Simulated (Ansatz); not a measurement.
All values below come from PBE (plane waves to 420 eV, PAW; Ansatz, an electronic-structure program).

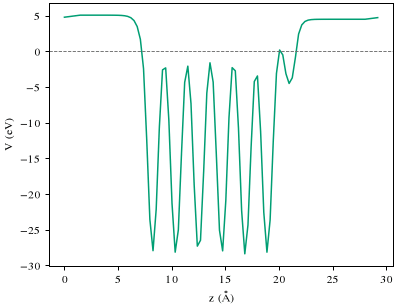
Fig. 1. Planar average of the electrostatic potential across the slab, in eV from the Fermi level, for a constructed model of the (0001) surface of hcp Ru, (√3x√3)R30° layer of Br, one a cell, in the other hollow (bottom of the slab: a bare face, its two planes held)

Model: 19-atom slab, 13.0 Å thick at the start, 9x9x1 mesh, Fermi-Dirac 0.1 eV, dipole correction, 6 atoms held, the rest relaxed; held to the start's symmetry, so lower structures may exist; no spin, no spin-orbit, no U. In PBE it is, or lies within 0.01 eV a 1x1 cell of, the lowest of the 2 structures of its composition computed so far; larger cells were not tried.

The vacuum level lies 4.50 eV above the Fermi level over the top face and 5.08 eV above it under the bottom face.
